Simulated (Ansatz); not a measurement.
A series of calculations on SiH₄OBrF

### Relaxation

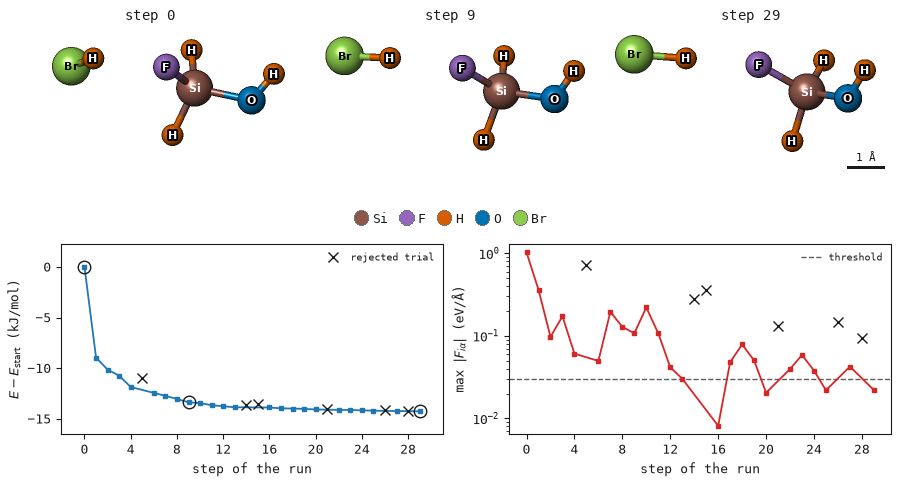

Frames of a relaxation of SiH$_{4}$OBrF, marked on the history of the run. The picture is a ball-and-stick view, seen from a free direction.

The run prepares an end point of a later path (reaction) calculation, from a guessed geometry.

The calculation used Ansatz 0.2.0, RKS B3LYP/def2-SVP.

Input file:
```yaml
crystal:
  periodic: [false, false, false]
  atoms:
    - { symbol: Si, position_ang: [-0.116253, 0.126684, -0.111939] }
    - { symbol: F, position_ang: [-0.169326, 0.149806, 1.504245] }
    - { symbol: H, position_ang: [1.290327, 0.28514, -0.523249] }
    - { symbol: O, position_ang: [-0.910801, 1.444471, -0.714778] }
    - { symbol: H, position_ang: [-1.873493, 1.462652, -0.686545] }
    - { symbol: H, position_ang: [-0.764191, -1.135681, -0.533866] }
    - { symbol: Br, position_ang: [1.684059, -2.548033, 1.295838] }
    - { symbol: H, position_ang: [1.006177, -1.499137, 2.128593] }
basis:
  gaussian: { orbitals: def2-SVP }
hamiltonian:
  xc: b3lyp
relax:
  f_tol: 0.03
  max_steps: 50
```

Command:
```bash
ansatz run input.yaml --threads 2 --pin off --max-ram 3072MiB --backend cpu --events-out ev --progress --plain --runs-dir out
```

What happens along the run?

After 23 accepted moves (29 points after the start) the energy has fallen by 14.3 kJ/mol. The largest force component goes from 1 to 0.022 eV/Å. The line search rejected the trial steps at points 5, 14, 15, 21, 26, 28 of the run. The forces were under the threshold at step 16, but the run went on from there. Br7 moves most after the best rigid fit: 1.72 Å. Largest moves by element: Br 1.72 Å, F 1.08 Å, H 1.03 Å, Si 0.51 Å, O 0.44 Å. Among the contacts that change: Si1–Br7 3.518 → 4.978 Å, Br7–H8 1.501 → 1.434 Å, Si1–F2 1.617 → 1.640 Å, Si1–H6 1.480 → 1.485 Å. Cost: 29 s on 2 threads of AMD EPYC 9R45 96-Core Processor (Zen 5), with other jobs on the host, peak memory 0.23 GiB. From step 0 to 9: Br7 moves most (0.95 Å), energy −13.4 kJ/mol. From step 9 to 29: Br7 moves most (0.83 Å), energy −0.89 kJ/mol.

```
step  E − E(0), kJ/mol  largest force component, eV/Å      note
   0              0.00                         1.0231          
   1             -8.96                         0.3619          
   2            -10.14                         0.0971          
   3            -10.75                         0.1723          
   4            -11.86                         0.0609          
   5            -10.95                         0.7242  rejected
   6            -12.44                         0.0496          
   7            -12.74                         0.1953          
   8            -13.04                         0.1284          
   9            -13.37                         0.1074          
  10            -13.45                         0.2207          
  11            -13.66                         0.1071          
  12            -13.76                         0.0417          
  13            -13.86                         0.0303          
  14            -13.64                         0.2779  rejected
  15            -13.51                         0.3559  rejected
  16            -13.89                         0.0081          
  17            -13.97                         0.0479          
  18            -13.99                         0.0786          
  19            -14.03                         0.0504          
  20            -14.08                         0.0205          
  21            -14.02                         0.1298  rejected
  22            -14.12                         0.0396          
  23            -14.14                         0.0586          
  24            -14.17                         0.0379          
  25            -14.20                         0.0219          
  26            -14.12                         0.1486  rejected
  27            -14.24                         0.0424          
  28            -14.24                         0.0933  rejected
  29            -14.27                         0.0220
```

### Relaxation

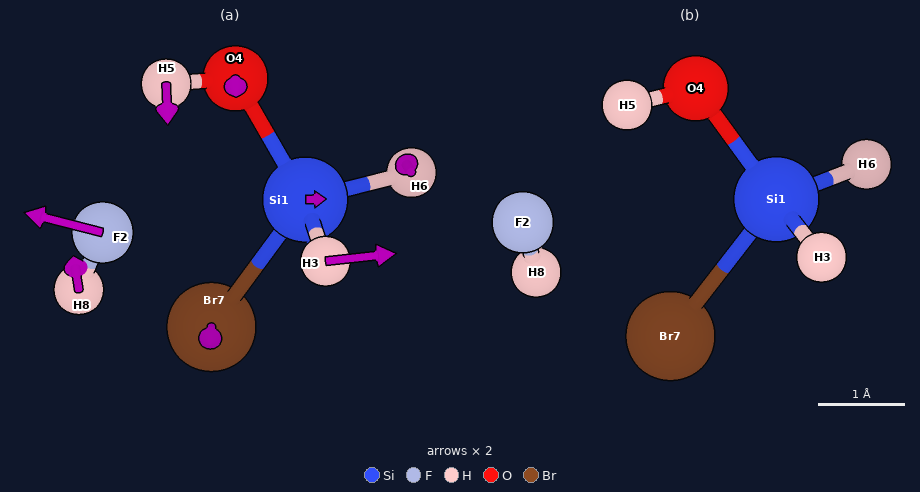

The structure of SiH$_{4}$OBrF before (left) and after (right) a relaxation, at one scale. The purple arrows give the displacements, magnified 2 times.

Style: ball-and-stick. Shown at a tilt.

The run prepares an end point of a later path (reaction) calculation, from a guessed geometry.

Level of theory: RKS B3LYP/def2-SVP (Ansatz 0.2.0).

The input:
```yaml
crystal:
  periodic: [false, false, false]
  atoms:
    - { symbol: Si, position_ang: [0.124505, -0.450858, -0.605031] }
    - { symbol: F, position_ang: [0.307618, 0.665923, 1.960875] }
    - { symbol: H, position_ang: [1.389105, 0.308974, -0.426337] }
    - { symbol: O, position_ang: [-1.24742, 0.390274, -0.241785] }
    - { symbol: H, position_ang: [-1.225455, 0.834404, 0.618838] }
    - { symbol: H, position_ang: [-0.055961, -0.963679, -1.982063] }
    - { symbol: Br, position_ang: [0.355402, -2.341199, 0.689714] }
    - { symbol: H, position_ang: [0.498705, -0.157938, 2.344088] }
basis:
  gaussian: { orbitals: def2-SVP }
hamiltonian:
  xc: b3lyp
relax:
  f_tol: 0.03
  max_steps: 50
```

Command:
```bash
ansatz run input.yaml --threads 2 --pin off --max-ram 3072MiB --backend cpu --events-out ev --progress --plain --runs-dir out
```

> Summarise the run.

The energy falls by 0.133 eV in 6 accepted moves (8 points after the start). The largest force component goes from 0.38 to 0.02 eV/Å. The line search rejected the trial steps at points 5, 7 of the run. The largest move after the best rigid fit is that of F2, 0.49 Å. Largest moves by element: F 0.49 Å, H 0.43 Å, Br 0.32 Å, O 0.21 Å, Si 0.13 Å. Some distances before and after: Si1–Br7 2.303 → 2.290 Å, F2–H8 0.929 → 0.940 Å, Si1–O4 1.650 → 1.644 Å, O4–H5 0.969 → 0.974 Å. Bond angles that change, for instance: O4–Si1–Br7 112.2° → 109.5°, O4–Si1–H6 106.3° → 108.6°, H6–Si1–Br7 104.5° → 106.8°.

### Path

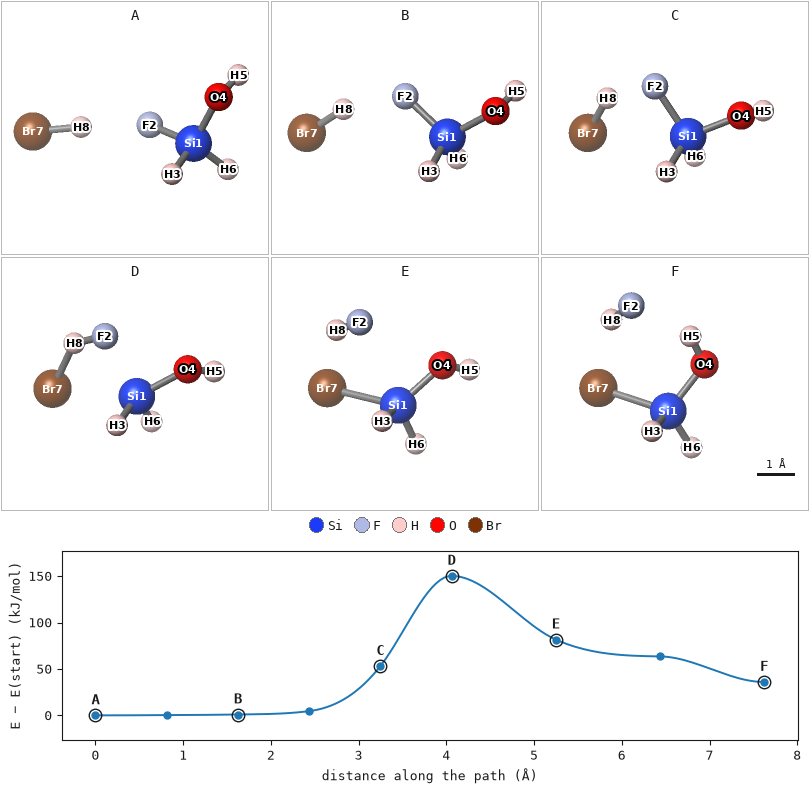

A nudged-elastic-band calculation for SiH$_{4}$OBrF. Images are numbered from 0 (start) to 8 (end). Frames A to F are images 0, 2, 4, 5, 6, 8. A ball-and-stick model, seen at a tilt.

All numbers below come from Ansatz 0.2.0, RKS B3LYP/def2-SVP. Run with 7 movable images; climbing image; force threshold 0.03 eV/Å; iteration limit 60; starting path through a guess of the saddle point.

Question: Describe the mechanism and the energy profile.

Answer: Breaking: Br7–H8 (1.43 → 1.85 at the top → 2.41 Å), Si1–F2 (1.64 → 1.95 at the top → 3.27 Å). Forming: F2–H8 (2.04 → 1.04 at the top → 0.94 Å), Si1–Br7 (4.98 → 2.67 at the top → 2.29 Å). The highest point, image 5, lies 150.3 kJ/mol above the start and 114.3 kJ/mol above the end; the end is at +36.0 kJ/mol relative to the start. The band converged in 36 iterations, with a climbing image at the top. At the top, the vibrational analysis gives one imaginary mode (266i cm⁻¹), as a transition state must have.

The run took 3.5 min on 2 threads of AMD EPYC 9R45 96-Core Processor (Zen 5), with other jobs on the host, peak memory 0.25 GiB.
